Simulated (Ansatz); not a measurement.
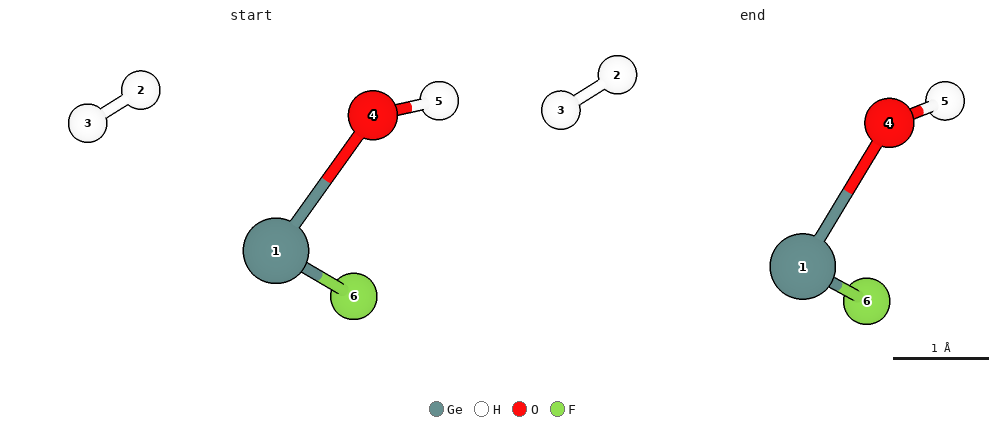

The structure of GeH3OF before (left) and after (right) a relaxation, at one scale.

The picture is a ball-and-stick view, seen at a tilt.

The run prepares an end point of a later path (reaction) calculation, from a guessed geometry.

Computed with RKS B3LYP/def2-SVP in Ansatz 0.2.0. (no spin polarisation; force threshold 0.03 eV/Å; at most 50 steps)

Q: Summarise the run.

A: After 4 geometry steps the energy has fallen by 7.96 kJ/mol. Largest force component: 1.5 eV/Å at the start, 0.024 eV/Å at the end. The atom that moves furthest after the best rigid fit is H3 (0.37 Å). By element the largest moves are H 0.37 Å, Ge 0.35 Å, O 0.19 Å, F 0.14 Å. Near-neighbour distances that change, for instance: H2–H3 0.718 → 0.761 Å, Ge1–F6 1.780 → 1.775 Å. Cost: 11 s on 1 thread of Arm Neoverse V2 (shared host), peak memory 0.16 GiB.

Limits of the set-up: the start holds two separate molecules, 2.8 Å apart at their closest, whose relative position is a soft coordinate and is computed without a dispersion correction.
